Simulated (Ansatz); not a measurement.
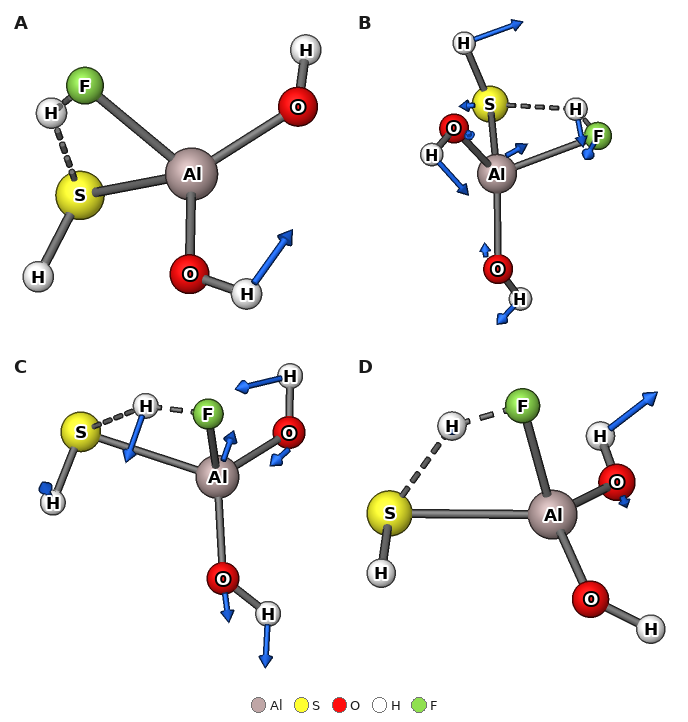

4 normal modes of one molecule or complex, as arrows. Broken sticks mark bonds that form or break. Harmonic vibrations computed with RKS PBE0-D4/def2-TZVP (Ansatz 0.2.0) at a stationary point of the same level. It is a saddle point of order 1.

Question: Match the panels to the wavenumbers 203 cm⁻¹, 370 cm⁻¹, 633 cm⁻¹, 938 cm⁻¹.

Answer: A: 633 cm⁻¹
B: 370 cm⁻¹
C: 938 cm⁻¹
D: 203 cm⁻¹
